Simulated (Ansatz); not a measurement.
One crystal and one scan (frozen-phonon scan) at two levels, PBE (plane waves to 420 eV, PAW, scalar-relativistic; Ansatz, a first-principles code) and r2SCAN (plane waves to 500 eV, PAW, scalar-relativistic; Ansatz), each from its own relaxed cell and on its own mesh. The cell shown is that of PBE.

Starting cell, ZnO (wurtzite):

```
CELL_PARAMETERS angstrom
      6.55919     0.00000     0.00000
     -1.63980     2.84021     0.00000
      0.00000     0.00000     5.29330
ATOMIC_POSITIONS crystal
  Zn 0.33333 0.33333 0.00215
  Zn 0.83333 0.33333 0.00215
  Zn 0.16667 0.66667 0.50215
  Zn 0.66667 0.66667 0.50215
  O  0.33333 0.33333 0.62305
  O  0.83333 0.33333 0.62305
  O  0.16667 0.66667 0.12305
  O  0.66667 0.66667 0.12305
```

A phonon eigenvector at M = (0.5, 0.0, 0.0) is frozen into this cell: atom i moves by Q times the vector below, so Q is the largest atomic displacement, in Å. The cell is held. (q is in reciprocal vectors of the primitive cell; the cell shown is doubled to hold the pattern.)

```
atom       x       y       z
----  ------  ------  ------
Zn1    0.069   0.040  -0.143
Zn2   -0.069  -0.040   0.143
Zn3   -0.069  -0.040  -0.143
Zn4    0.069   0.040   0.143
O5     0.095   0.055   0.994
O6    -0.095  -0.055  -0.994
O7    -0.095  -0.055   0.994
O8     0.095   0.055  -0.994
```

ZnO was relaxed with its symmetry unable to fall. Percentages come from the unrounded values.

| quantity | PBE | r2SCAN | PBE − r2SCAN |
|---|---|---|---|
| Lattice constant a (Å) | 3.280 | 3.235 | +0.045 (+1.4 %) |
| Lattice constant c (Å) | 5.293 | 5.211 | +0.082 (+1.6 %) |
| Relaxed volume (Å³/atom) | 12.33 | 11.81 | +0.52 (+4.4 %) |
| Harmonic wavenumber from the curvature (finite differences) (cm⁻¹ (negative: imaginary)) | 403 | 435 | -32 (-7.6 %) |

PBE gives the higher value for: lattice constant a; lattice constant c; relaxed volume. PBE gives the lower value for: harmonic wavenumber from the curvature. Both give the same shape of the curve: a single well with its minimum at or next to zero displacement.

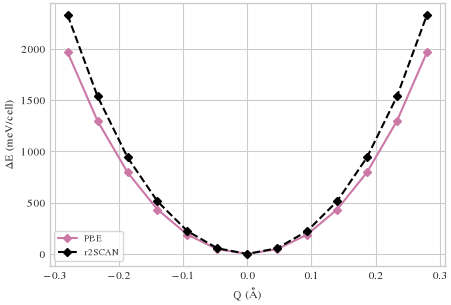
ΔE, each from the undisplaced structure of its own level.

(A displaced cell: forces are minus the slopes of the energy, force constants its curvatures, and phonons follow from these.)
